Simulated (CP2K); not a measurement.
**HF/STO-3G run of C3H5F (allyl fluoride)**

Aim: the vertical singlet–triplet gap of C3H5F (allyl fluoride) at HF/STO-3G, from 2 runs. 

The results are computed with CP2K 2026.2.

2 further runs of the same task are left out: 1 that didn't finish, 1 set aside as unsound or not needed.

**1. The molecule**

The species is C3H5F (9 atoms), meant as a singlet with charge 0. As SMILES, `C=CCF`. The shape is that of a PBE0-D4/def2-TZVP optimisation. This is one conformer, not always the lowest.

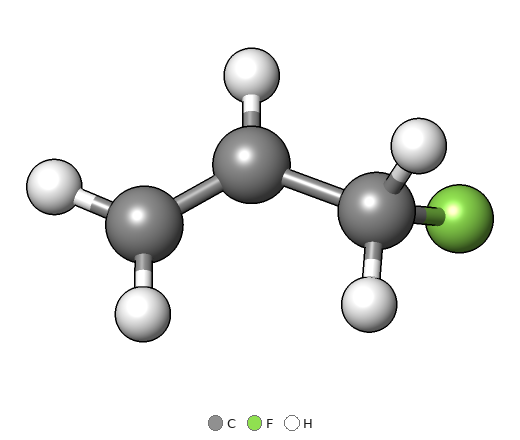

Viewed from a chosen angle; carbon grey, fluorine green, hydrogen white.

**2. The energy at HF/STO-3G**

Contents of molecule.xyz:

```xyz
9

C     -0.578000     1.122500    -0.608000
C      0.352500     0.215400    -0.353400
C      0.200500    -0.852800     0.668500
F      0.430500    -2.098200     0.102300
H     -0.422500     1.909200    -1.336700
H     -1.531700     1.114000    -0.089100
H      1.299800     0.230700    -0.886500
H      0.929800    -0.730800     1.477200
H     -0.806800    -0.852300     1.094700
```

Contents of qs.inp:

```
&GLOBAL
 PROJECT_NAME qs
 RUN_TYPE ENERGY
 PRINT_LEVEL MEDIUM
&END GLOBAL

&FORCE_EVAL
 METHOD QUICKSTEP
 &DFT
  BASIS_SET_FILE_NAME ./sto_3g.basis
  POTENTIAL_FILE_NAME POTENTIAL
  &QS
   METHOD GAPW
   EPS_DEFAULT 1.0E-10
  &END QS
  &MGRID
   CUTOFF 280
   REL_CUTOFF 50
   NGRIDS 4
  &END MGRID
  &POISSON
   PERIODIC NONE
   POISSON_SOLVER MULTIPOLE
  &END POISSON
  &SCF
   SCF_GUESS ATOMIC
   EPS_SCF 1.0E-07
   MAX_SCF 100
   ADDED_MOS 3
   &DIAGONALIZATION
    ALGORITHM STANDARD
   &END DIAGONALIZATION
   &MIXING
    METHOD DIRECT_P_MIXING
    ALPHA 0.4
   &END MIXING
  &END SCF
  &XC
   &XC_FUNCTIONAL NONE
   &END XC_FUNCTIONAL
   &HF
    FRACTION 1
    &SCREENING
     EPS_SCHWARZ 1.0E-10
    &END SCREENING
    &MEMORY
     MAX_MEMORY 1050
    &END MEMORY
   &END HF
  &END XC
  &PRINT
   &MOMENTS
    PERIODIC F
    REFERENCE COM
    MAX_MOMENT 1
   &END MOMENTS
   &MO ON
    ENERGIES T
    OCCUPATION_NUMBERS T
    NDIGITS 6
    &EACH
     QS_SCF 0
    &END EACH
    ADD_LAST NUMERIC
   &END MO
   &LOWDIN ON
   &END LOWDIN
   &HIRSHFELD OFF
   &END HIRSHFELD
  &END PRINT
 &END DFT
 &SUBSYS
  &CELL
   ABC 9.8 11 9.8
   PERIODIC NONE
  &END CELL
  &TOPOLOGY
   COORD_FILE_NAME molecule.xyz
   COORD_FILE_FORMAT XYZ
   &CENTER_COORDINATES
   &END CENTER_COORDINATES
  &END TOPOLOGY
  &KIND C
   BASIS_SET STO-3G
   POTENTIAL ALL
   LEBEDEV_GRID 194
   RADIAL_GRID 100
  &END KIND
  &KIND F
   BASIS_SET STO-3G
   POTENTIAL ALL
   LEBEDEV_GRID 194
   RADIAL_GRID 100
  &END KIND
  &KIND H
   BASIS_SET STO-3G
   POTENTIAL ALL
   LEBEDEV_GRID 194
   RADIAL_GRID 100
  &END KIND
 &END SUBSYS
&END FORCE_EVAL
```

The run is started by

```bash
$ OMP_NUM_THREADS=1 cp2k.psmp -i qs.inp -o qs.out
```

Standard output:

```text
CP2K| version string:                                       CP2K version 2026.2
[...]
 GLOBAL| Method name                                                        CP2K
[...]
 GLOBAL| Run type                                                         ENERGY
[...]
 DFT| Spin restricted Kohn-Sham (RKS) calculation                            RKS
 DFT| Multiplicity                                                             1
[...]
 DFT| Charge                                                                   0
[...]
 QS| Method:                                                                GAPW
[...]
 QS| Density cutoff [a.u.]:                                                140.0
[...]
 QS| Relative density cutoff [a.u.]:                                        25.0
[...]
                             - Atoms:                                          9
[...]
                             - Spherical basis functions:                     25
[...]
 Number of electrons:                                                         32
[...]
     1 P_Mix/Diag. 0.40E+00    0.6     1.20744388      -212.5983587655 -2.13E+02
[...]
    16 DIIS/Diag.  0.93E-07    0.3     0.00000004      -213.1044268346 -8.53E-14
  *** SCF run converged in    16 steps ***
[...]
  Overlap energy of the core charge distribution:               0.00001032630111
  Self energy of the core charge distribution:               -198.95399933629875
  Core Hamiltonian energy:                                    -21.75441518176535
  Hartree energy:                                              62.59848934566463
  Exchange-correlation energy:                                  0.00000000000000
  Hartree-Fock Exchange energy:                               -27.59494764902554
[...]
                     Mulliken Population Analysis
 #  Atom  Element  Kind  Atomic population                           Net charge
       1     C        1          6.123657                             -0.123657
       2     C        1          6.064129                             -0.064129
       3     C        1          5.979716                              0.020284
       4     F        2          9.155502                             -0.155502
       5     H        3          0.933425                              0.066575
       6     H        3          0.937238                              0.062762
       7     H        3          0.933521                              0.066479
       8     H        3          0.936188                              0.063812
       9     H        3          0.936625                              0.063375
 # Total charge                             32.000000                  0.000000
[...]
  Dipole moment [Debye]
    X= -0.1668172E+00 Y=  0.1120934E+01 Z=  0.4247537E+00  Total=      1.2102631
 ENERGY| Total FORCE_EVAL ( QS ) energy [hartree]           -213.104426834582625
[...]
```

It took 5.7 s on 1 thread of Arm Neoverse V1, shared host; peak memory 0.54 GiB.

**3. The triplet, same level**

Contents of mol.inp:

```
&GLOBAL
   PROJECT_NAME mol
   RUN_TYPE ENERGY
   PRINT_LEVEL MEDIUM
&END GLOBAL

&FORCE_EVAL
   METHOD Quickstep
   &DFT
      BASIS_SET_FILE_NAME ./sto_3g.basis
      POTENTIAL_FILE_NAME POTENTIAL
      MULTIPLICITY 3
      UNRESTRICTED_KOHN_SHAM T
      &QS
         METHOD GAPW
         EPS_DEFAULT 1.0E-10
      &END QS
      &MGRID
         CUTOFF 280
         REL_CUTOFF 50
         NGRIDS 4
      &END MGRID
      &POISSON
         PERIODIC NONE
         POISSON_SOLVER MULTIPOLE
      &END POISSON
      &SCF
         SCF_GUESS ATOMIC
         EPS_SCF 1.0E-06
         MAX_SCF 40
         &OT
            MINIMIZER CG
            PRECONDITIONER FULL_SINGLE_INVERSE
            LINESEARCH 3PNT
         &END OT
         &OUTER_SCF
            EPS_SCF 1.0E-06
            MAX_SCF 10
         &END OUTER_SCF
      &END SCF
      &XC
         &XC_FUNCTIONAL NONE
         &END XC_FUNCTIONAL
         &HF
            FRACTION 1
            &SCREENING
               EPS_SCHWARZ 1.0E-10
            &END SCREENING
            &MEMORY
               MAX_MEMORY 1050
            &END MEMORY
         &END HF
      &END XC
      &PRINT
         &MOMENTS
            PERIODIC F
            REFERENCE COM
            MAX_MOMENT 1
         &END MOMENTS
         &MO_CUBES
            NLUMO 5
            NHOMO -1
            WRITE_CUBE F
         &END MO_CUBES
         &LOWDIN ON
         &END LOWDIN
         &HIRSHFELD OFF
         &END HIRSHFELD
      &END PRINT
   &END DFT
   &SUBSYS
      &CELL
         ABC 9.8 11 9.8
         PERIODIC NONE
      &END CELL
      &COORD
         C     -0.578000     1.122500    -0.608000
         C      0.352500     0.215400    -0.353400
         C      0.200500    -0.852800     0.668500
         F      0.430500    -2.098200     0.102300
         H     -0.422500     1.909200    -1.336700
         H     -1.531700     1.114000    -0.089100
         H      1.299800     0.230700    -0.886500
         H      0.929800    -0.730800     1.477200
         H     -0.806800    -0.852300     1.094700
      &END COORD
      &TOPOLOGY
         &CENTER_COORDINATES
         &END CENTER_COORDINATES
      &END TOPOLOGY
      &KIND C
         BASIS_SET STO-3G
         POTENTIAL ALL
         LEBEDEV_GRID 194
         RADIAL_GRID 100
      &END KIND
      &KIND F
         BASIS_SET STO-3G
         POTENTIAL ALL
         LEBEDEV_GRID 194
         RADIAL_GRID 100
      &END KIND
      &KIND H
         BASIS_SET STO-3G
         POTENTIAL ALL
         LEBEDEV_GRID 194
         RADIAL_GRID 100
      &END KIND
   &END SUBSYS
&END FORCE_EVAL
```

The run is started by

```bash
$ OMP_NUM_THREADS=1 cp2k.psmp -i mol.inp -o mol.out
```

Standard output (excerpt; [...] marks lines left out):

```text
CP2K| version string:                                       CP2K version 2026.2
[...]
 GLOBAL| Method name                                                        CP2K
[...]
 GLOBAL| Run type                                                         ENERGY
[...]
 DFT| Spin unrestricted (spin-polarized) Kohn-Sham calculation               UKS
 DFT| Multiplicity                                                             3
[...]
 DFT| Charge                                                                   0
[...]
 QS| Method:                                                                GAPW
[...]
 QS| Density cutoff [a.u.]:                                                140.0
[...]
 QS| Relative density cutoff [a.u.]:                                        25.0
[...]
                             - Atoms:                                          9
[...]
                             - Spherical basis functions:                     25
[...]
 Number of electrons:                                                         17
[...]
     1 OT CG       0.64E-01    0.7     0.48893540      -205.2117359210 -2.05E+02
[...]
    21 OT CG       0.25E-01    0.4     0.00000050      -212.9722888449 -1.47E-11
  *** SCF run converged in    21 steps ***
[...]
  Overlap energy of the core charge distribution:               0.00001032630111
  Self energy of the core charge distribution:               -198.95399933629875
  Core Hamiltonian energy:                                    -21.27945764764725
  Hartree energy:                                              62.36505956145504
  Exchange-correlation energy:                                  0.00000000000000
  Hartree-Fock Exchange energy:                               -27.76486641171326
[...]
                     Mulliken Population Analysis
 #  Atom  Element  Kind  Atomic population (alpha,beta) Net charge  Spin moment
       1     C        1         3.650908     2.461333    -0.112241     1.189576
       2     C        1         3.595091     2.454673    -0.049763     1.140418
       3     C        1         2.909398     3.070370     0.020231    -0.160972
       4     F        2         4.606751     4.550545    -0.157296     0.056206
[...]
  Dipole moment [Debye]
    X= -0.1603744E+00 Y=  0.1151846E+01 Z=  0.3730437E+00  Total=      1.2213238
[...]
 HOMO - LUMO gap [eV] :   15.362226
 ENERGY| Total FORCE_EVAL ( QS ) energy [hartree]           -212.972288844853097
[...]
```

Run time: 3 min. Hardware: 1 thread of Arm Neoverse V1, shared host; peak memory 0.57 GiB.

**4. Outcome**

At HF/STO-3G:

```
                                        quantity          value
                           singlet: total energy  -213.10443 Eh
                          singlet: dipole moment         1.21 D
                            singlet: HOMO energy       -8.89 eV
                            singlet: LUMO energy        8.21 eV
                          singlet: HOMO–LUMO gap       17.09 eV
                           triplet: total energy  -212.97229 Eh
                          triplet: dipole moment         1.22 D
     triplet: HOMO energy (highest over α and β)       -5.42 eV
      triplet: LUMO energy (lowest over α and β)        4.63 eV
                                   triplet: ⟨S²⟩          2.023
vertical energy of the triplet above the singlet       3.596 eV
```

At this shape the triplet lies 3.60 eV (347 kJ/mol) above the singlet. In a minimal basis such a difference can be off by several eV, whatever the method.
